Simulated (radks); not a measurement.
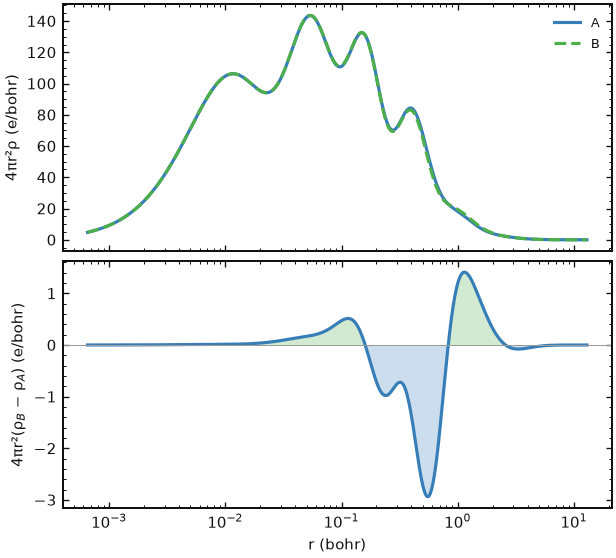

The neutral iridium atom was computed in two configurations: [Xe] 4f12 5d8 6s2 6p1 (high spin); [Xe] 4f14 5d6 6s2 6p1 (high spin). Computed with the in-house radial solver radks: scalar-relativistic Kohn-Sham, r2SCAN, spin-polarised, spherical densities, finite nucleus.

The plot shows both radial densities and the radial density of run B less that of run A; on the logarithmic r axis, areas aren't charges.

Assign A and B and describe the change of the density.

A is [Xe] 4f14 5d6 6s2 6p1 (high spin); B is [Xe] 4f12 5d8 6s2 6p1 (high spin). B holds 1.2 electrons more than A where the difference is positive (most at r = 1.1 bohr) and 1.2 electrons fewer where it is negative (most at r = 0.56 bohr), with no net change. The energy of B less that of A is 133.9 eV.
